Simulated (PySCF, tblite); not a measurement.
# C5H7FO2Si: geometry, infrared bands and NMR shifts

What infrared bands and NMR shifts should C5H7FO2Si (`COC1=C[Si@@H](O)C=C1F`) show?

Computed with tblite 0.8.0 and PySCF 2.14.0, with density-fitted response routines of our own, on a single molecule in the gas phase. Atoms are numbered from 0 throughout.

## 1. The starting structure

16 atoms, charge 0, multiplicity 1; geometry from: force field or distance geometry start.

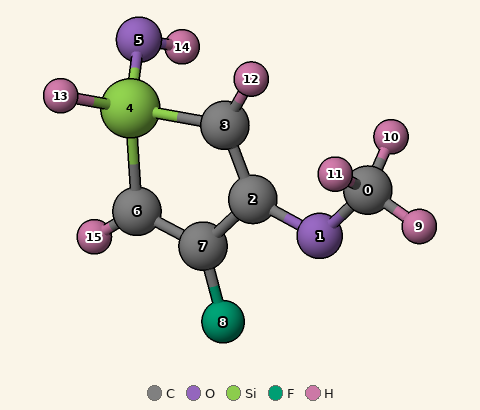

The starting geometry (carbon grey, oxygen purple, silicon green, fluorine teal, hydrogen pink), atoms numbered; sticks join atoms by distance.

## 2. Relaxing the molecule with GFN2-xTB

Job settings and geometry (Å):

```
{"job": {"kind": "relax", "xc": "GFN2-xTB", "basis": "xTB"}, "charge": 0, "multiplicity": 1}
C     -2.600200    -0.753900     0.427000
O     -1.456700    -1.312800    -0.184100
C     -0.349200    -0.508400    -0.263500
C     -0.207200     0.779000     0.134900
Si     1.523400     1.372300    -0.245300
O      2.401600     1.685600     1.106600
C      1.901000    -0.283700    -0.996100
C      0.828500    -1.074800    -0.893000
F      0.824400    -2.346100    -1.356400
H     -3.399500    -1.512700     0.433100
H     -2.414300    -0.469900     1.465600
H     -2.973700     0.104900    -0.145500
H     -0.927400     1.415000     0.637500
H      1.548300     2.483700    -1.230500
H      2.446100     0.973900     1.758600
H      2.847400    -0.543100    -1.418100
```

Launch:

```bash
> OMP_NUM_THREADS=1 python probes_run.py task.json out
```

One launch serves the whole session: the jobs run in the order shown.

The program printed:

```text
step      E/eV     max force
  0    -785.09522    1.483
  1    -785.14958    0.533
  2    -785.17134    0.443
  3    -785.20225    0.494
  4    -785.22300    0.381
  5    -785.24547    0.308
  6    -785.25568    0.216
  7    -785.26336    0.212
  8    -785.26839    0.183
  9    -785.27223    0.141
 10    -785.27503    0.134
 11    -785.27787    0.156
 12    -785.28097    0.131
 13    -785.28382    0.148
 14    -785.28620    0.133
 15    -785.28818    0.106
 16    -785.28977    0.099
 17    -785.29087    0.071
 18    -785.29157    0.074
 19    -785.29212    0.071
 20    -785.29268    0.066
 21    -785.29326    0.073
 22    -785.29380    0.070
 23    -785.29435    0.061
 24    -785.29497    0.072
 25    -785.29570    0.081
 26    -785.29637    0.059
 27    -785.29682    0.049
 28    -785.29710    0.043
 29    -785.29739    0.051
 30    -785.29775    0.057
 31    -785.29815    0.053
 32    -785.29853    0.046
 33    -785.29890    0.053
 34    -785.29931    0.052
 35    -785.29973    0.052
 36    -785.30002    0.041
 37    -785.30015    0.033
 38    -785.30021    0.025
 39    -785.30027    0.019
 40    -785.30033    0.020
 41    -785.30039    0.026
 42    -785.30046    0.031
 43    -785.30054    0.029
 44    -785.30061    0.021
 45    -785.30067    0.022
 46    -785.30070    0.025
 47    -785.30074    0.020
 48    -785.30080    0.021
 49    -785.30085    0.019
 50    -785.30090    0.018
 51    -785.30094    0.018
 52    -785.30099    0.019
 53    -785.30106    0.025
 54    -785.30113    0.024
 55    -785.30118    0.019
 56    -785.30122    0.017
 57    -785.30126    0.019
 58    -785.30130    0.017
 59    -785.30133    0.012
 60    -785.30135    0.010
 61    -785.30136    0.012
 62    -785.30139    0.014
 63    -785.30141    0.014
 64    -785.30143    0.010
 65    -785.30144    0.008
```

Run time: 0.51 s. Hardware: 1 thread of Arm Neoverse V1, shared host; peak memory 0.17 GiB.

Relaxation path: (not every step is listed)

```csv
step,energy from step 0 (eV),largest force (eV/Å)
0,0.0000,1.4834
1,-0.0544,0.5332
2,-0.0761,0.4427
3,-0.1070,0.4936
4,-0.1278,0.3807
5,-0.1502,0.3081
6,-0.1605,0.2157
7,-0.1681,0.2122
8,-0.1732,0.1830
13,-0.1886,0.1481
18,-0.1963,0.0744
23,-0.1991,0.0611
28,-0.2019,0.0429
33,-0.2037,0.0529
38,-0.2050,0.0247
43,-0.2053,0.0291
48,-0.2056,0.0212
53,-0.2058,0.0255
58,-0.2061,0.0173
60,-0.2061,0.0101
61,-0.2061,0.0117
62,-0.2062,0.0139
63,-0.2062,0.0136
64,-0.2062,0.0098
65,-0.2062,0.0083
```

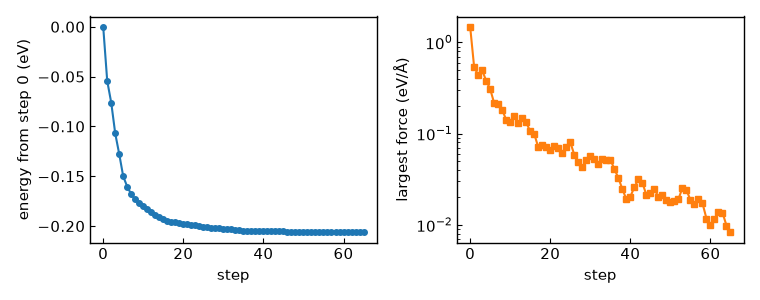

Energy and largest force along the relaxation.

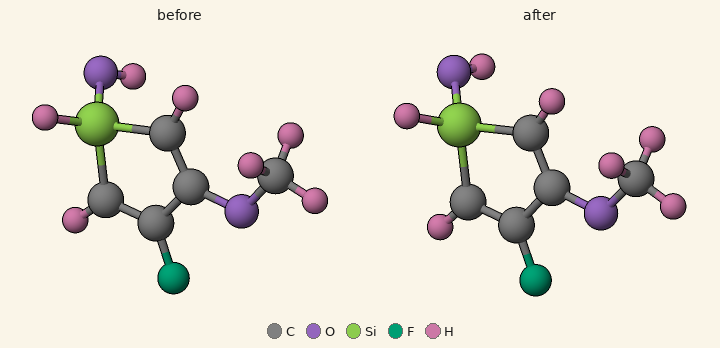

The geometry before (left) and after (right).

Close pairs (by a distance rule), those that changed most:

```csv
bond,before (Å),after (Å),change (Å)
Si4–H13,1.485,1.454,-0.032
Si4–C6,1.857,1.889,+0.032
C2–C7,1.451,1.473,+0.022
O1–C2,1.371,1.350,-0.021
Si4–O5,1.642,1.625,-0.017
C0–H9,1.102,1.088,-0.014
O5–H14,0.966,0.954,-0.012
C2–C3,1.355,1.344,-0.011
```

The end geometry stands in the next job.

## 3. Infrared spectrum with GFN2-xTB

Job settings and geometry (Å):

```
{"job": {"kind": "ir", "xc": "GFN2-xTB", "basis": "xTB"}, "charge": 0, "multiplicity": 1}
C     -2.625117    -0.770456     0.389747
O     -1.474381    -1.290810    -0.227205
C     -0.384956    -0.494842    -0.264739
C     -0.206569     0.746447     0.217771
Si     1.524095     1.342977    -0.201963
O      2.474305     1.825595     1.024807
C      1.909599    -0.340383    -0.966433
C      0.802731    -1.074713    -0.914982
F      0.696439    -2.322215    -1.407418
H     -3.380105    -1.551946     0.330894
H     -2.432041    -0.523957     1.438755
H     -2.981103     0.125580    -0.128902
H     -0.994166     1.295322     0.702667
H      1.620388     2.465371    -1.120564
H      2.635023     1.279240     1.790747
H      2.808258    -0.702264    -1.432362
```

The program printed:

```text
mode    cm-1     km/mol
  1      89.6      0.19
  2     107.2      5.18
  3     137.2      2.68
  4     174.5      0.75
  5     199.8      1.01
  6     225.4      0.71
  7     279.2    132.74
  8     300.3     19.82
  9     315.1     17.67
 10     405.9      6.69
 11     418.8     46.65
 12     478.1     16.04
 13     522.4      8.60
 14     576.2     52.03
 15     641.9      1.33
 16     653.1     24.57
 17     747.1      6.54
 18     750.7     18.63
 19     793.6    352.48
 20     804.2     74.66
 21     808.9    150.92
 22     845.3     65.64
 23     923.4    278.75
 24    1027.9      2.56
 25    1097.5     65.54
 26    1125.5      1.97
 27    1150.2     15.35
 28    1180.6     52.35
 29    1186.0     21.07
 30    1325.9    206.53
 31    1399.4      0.03
 32    1463.8      6.67
 33    1480.6      2.71
 34    1602.0    366.23
 35    1635.4     46.25
 36    2339.8    280.29
 37    2934.7     38.29
 38    2950.3     26.07
 39    3035.3     13.05
 40    3119.0     24.44
 41    3129.3     19.91
 42    3651.3     26.14
```

Run time: 0.64 s. Hardware: 1 thread of Arm Neoverse V1, shared host; peak memory 0.17 GiB.

Which atoms move in the most intense modes:

```csv
cm⁻¹,km/mol,atoms
279,132.7,"H14 64 %, O5 16 %"
794,352.5,"H14 33 %, H15 14 %"
804,74.7,"H15 42 %, C6 19 %, H14 11 %"
809,150.9,"H15 39 %, H14 23 %, C6 14 %"
923,278.8,"Si4 40 %, O5 38 %"
1326,206.5,"C2 42 %, C7 32 %"
1602,366.2,"C2 57 %, C3 34 %"
2340,280.3,H13 97 %
```

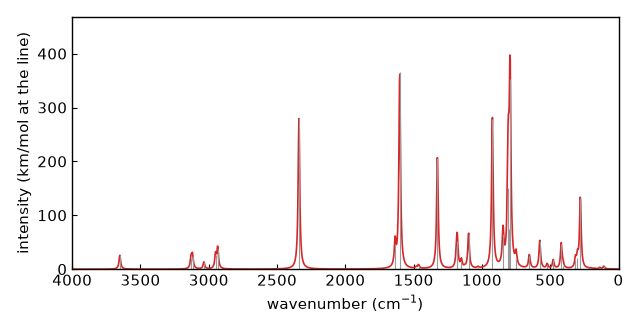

The infrared spectrum from these modes, unscaled. Lines are broadened to a width of 14 cm⁻¹ (Lorentzian).

## 4. Nuclear shieldings: PBE0/pcSseg-1

Same as in step 3 but for these lines:

```diff
@@ -1,2 +1,2 @@
-{"job": {"kind": "ir", "xc": "GFN2-xTB", "basis": "xTB"}, "charge": 0, "multiplicity": 1}
+{"job": {"kind": "nmr", "xc": "PBE0", "basis": "pcSseg-1"}, "charge": 0, "multiplicity": 1}
 C     -2.625117    -0.770456     0.389747
```

With the program's defaults for keys left out, this is: GIAO PBE0/pcSseg-1 NMR shielding, non-relativistic, gas phase.

The program printed:

```text
coarse grid: 14656 points
cycle   1  E = -733.6156962198  dE =  1.534e+00  |g| = 9.594e-01  |ddm| = 3.810e+00
cycle   2  E = -733.4148508918  dE =  2.008e-01  |g| = 1.413e+00  |ddm| = 1.730e+00
cycle   3  E = -733.7785807641  dE = -3.637e-01  |g| = 1.568e-01  |ddm| = 1.173e+00
cycle   4  E = -733.7842471286  dE = -5.666e-03  |g| = 5.160e-02  |ddm| = 2.177e-01
cycle   5  E = -733.7848117109  dE = -5.646e-04  |g| = 2.035e-02  |ddm| = 6.300e-02
cycle   6  E = -733.7848936995  dE = -8.199e-05  |g| = 7.062e-03  |ddm| = 2.059e-02
cycle   7  E = -733.7849051112  dE = -1.141e-05  |g| = 1.418e-03  |ddm| = 6.843e-03
cycle   8  E = -733.7849055473  dE = -4.361e-07  |g| = 5.705e-04  |ddm| = 1.753e-03
final grid: 139592 points
cycle   9  E = -733.8649370264  dE = -4.065e-05  |g| = 1.241e-02  |ddm| = 3.533e-02
cycle  10  E = -733.8648969390  dE =  4.009e-05  |g| = 1.951e-02  |ddm| = 2.150e-02
cycle  11  E = -733.8649655394  dE = -6.860e-05  |g| = 1.957e-03  |ddm| = 1.434e-02
cycle  12  E = -733.8649664189  dE = -8.795e-07  |g| = 4.948e-04  |ddm| = 2.244e-03
cycle  13  E = -733.8649664696  dE = -5.067e-08  |g| = 2.077e-04  |ddm| = 5.818e-04
cycle  14  E = -733.8649664790  dE = -9.367e-09  |g| = 3.432e-05  |ddm| = 1.681e-04
cycle  15  E = -733.8649664792  dE = -1.933e-10  |g| = 1.377e-05  |ddm| = 3.700e-05
converged SCF energy = -733.8649664792

GIAO shielding tensors (ppm)
atom      isotropic    diamagn.    paramagn.     s11        s22        s33       span
  0 C      130.156     246.051    -115.895    101.307    110.413    178.748     77.441
  1 O      202.225     396.054    -193.829     54.470    235.305    316.900    262.430
  2 C       13.590     257.778    -244.188    -96.531     51.544     85.757    182.288
  3 C       95.912     266.135    -170.223     21.002     86.582    180.152    159.150
  4 Si     375.883     880.002    -504.119    347.286    359.593    420.770     73.485
  5 O      317.911     385.423     -67.512    277.049    303.611    373.074     96.024
  6 C       83.092     268.340    -185.248     -4.047     84.146    169.176    173.223
  7 C        9.769     250.868    -241.099    -99.926     57.817     71.416    171.341
  8 F      267.269     473.196    -205.926    136.356    268.746    396.705    260.349
  9 H       27.524      27.880      -0.357     23.387     26.009     33.175      9.788
 10 H       28.121      30.332      -2.211     25.024     25.777     33.563      8.539
 11 H       28.136      29.787      -1.651     25.005     25.695     33.707      8.702
 12 H       27.716      34.760      -7.044     25.093     27.559     30.496      5.402
 13 H       26.649      28.577      -1.928     22.723     24.877     32.348      9.625
 14 H       30.516      31.588      -1.072     22.012     25.269     44.268     22.256
 15 H       26.759      30.356      -3.597     24.799     26.312     29.167      4.368
```

Run time: 53 s. Hardware: 1 thread of Arm Neoverse V1, shared host; peak memory 0.84 GiB.

Shifts follow as δ = σ(reference) − σ, with reference shieldings (ppm) from runs at the same level and on the same kind of geometry: ¹H TMS 31.72, ¹³C TMS 186.9, ²⁹Si TMS 349.2, ¹⁹F CFCl3 170.9, ¹⁷O H2O 336.1. The references are single molecules in the gas phase, so shifts against H2O, NH3, PH3, H3PO4 or CFCl3 are not on the usual liquid scales and can be off by tens of ppm. Atoms listed in one row are averaged.

```csv
atoms,environment,σ (ppm),δ (ppm),δ scaled to CDCl3
C7,fully substituted alkene carbon,9.8,177.2,171.0
C2,alkene carbon bearing oxygen,13.6,173.3,167.3
C6,alkene CH,83.1,103.8,99.4
C3,β carbon of an enol-ether or enamine type C=C,95.9,91.0,86.9
C0,methyl carbon bonded to O,130.2,56.8,53.5
H13,"hydrogen on a silicon bonded to 2 C, O, in a 5-membered ring",26.65,5.07,–
H15,hydrogen on an alkene CH,26.76,4.96,4.78
H12,hydrogen on a β carbon of an enol-ether or enamine type C=C,27.72,4.00,3.88
"H9, H10, H11",hydrogen on a methyl carbon bonded to O,27.93,3.79,3.68
H14,hydrogen on an oxygen bonded to Si,30.52,1.20,–
O1,ether oxygen,202.2,133.9,–
O5,"oxygen bonded to Si, H",317.9,18.2,–
Si4,"silicon bonded to 2 C, O, H, in a 5-membered ring",375.9,-26.7,–
F8,vinylic fluorine,267.3,-96.3,–
```

The scaled column applies a straight-line fit of computed shieldings to shifts measured in CDCl3, and one for carbons that bear F (root-mean-square error 0.16 ppm for H, 1.9 ppm for C).

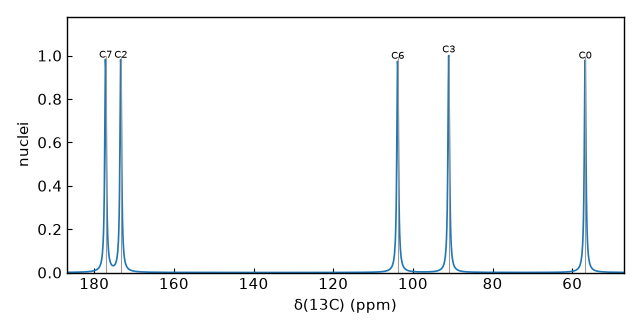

¹³C lines at the computed shifts, without couplings. Lines are broadened to a width of 0.48 ppm (Lorentzian).

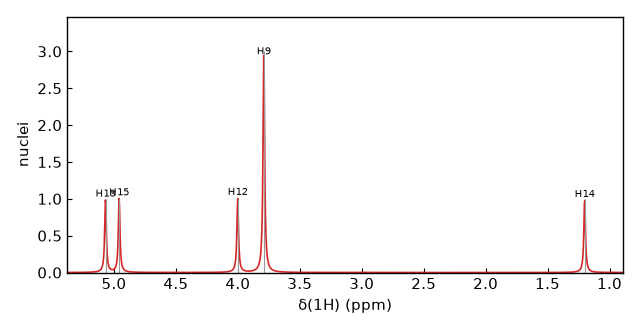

¹H lines at the computed shifts, without couplings. Lines are broadened to a width of 0.02 ppm (Lorentzian).

The run also stored atomic charges by several schemes (e):

```csv
atoms,Mulliken,IAO,Hirshfeld,ESP fit
C0,-0.04,-0.21,-0.03,-0.12
O1,-0.46,-0.30,-0.10,-0.30
C2,0.11,0.20,0.07,0.41
C3,-0.47,-0.59,-0.21,-0.79
Si4,1.09,1.16,0.41,0.93
O5,-0.54,-0.77,-0.30,-0.71
C6,-0.47,-0.54,-0.19,-0.74
C7,0.30,0.30,0.08,0.34
F8,-0.26,-0.26,-0.08,-0.19
```

ESP fit charges:

C0 -0.12; O1 -0.30; C2 0.41; C3 -0.79; Si4 0.93; O5 -0.71; C6 -0.74; C7 0.34; F8 -0.19; H9 0.13; H10 0.10; H11 0.10; H12 0.25; H13 -0.13; H14 0.45; H15 0.27

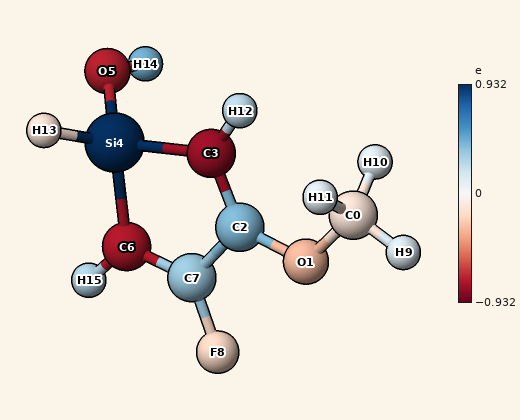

ESP fit charges, as colours on the atoms.

Mayer bond orders: C0–O1 0.90, O1–C2 1.09, C2–C3 1.74, C3–Si4 0.84, Si4–O5 1.09, Si4–C6 0.82, C6–C7 1.86, C7–F8 0.99, C7–C2 1.00.

Ring of atoms C2, C3, Si4, C6, C7: NICS(0) -1.1, NICS(1) -1.0, NICS(1)zz 5.7 ppm (means of both faces).

## 5. Summary of results

```
                                                              quantity                                value
                             strongest single infrared mode (GFN2-xTB)                1602 cm⁻¹, 366 km/mol
                                          zero-point energy (GFN2-xTB)                        68.7 kcal/mol
                                ¹³C shifts against TMS (PBE0/pcSseg-1)  177.2, 173.3, 103.8, 91.0, 56.8 ppm
¹H shifts against TMS (PBE0/pcSseg-1, means over atoms taken as alike)     5.07, 4.96, 4.00, 3.79, 1.20 ppm
                                ¹⁷O shifts against H2O (PBE0/pcSseg-1)                      133.9, 18.2 ppm
                               ²⁹Si shifts against TMS (PBE0/pcSseg-1)                            -26.7 ppm
                              ¹⁹F shifts against CFCl3 (PBE0/pcSseg-1)                            -96.3 ppm
```

What this shows: The optimisation took 65 steps and gained 0.206 eV; among the close pairs (by a distance rule), Si4–H13 changed most, from 1.485 to 1.454 Å. All 42 modes are real, so the xTB geometry is a minimum. The strongest single mode, at 1602 cm⁻¹, moves mainly C2 and C3. GFN2-xTB is a fitted tight-binding method: band positions and strengths are rough. Its intensities can rank the bands wrongly.
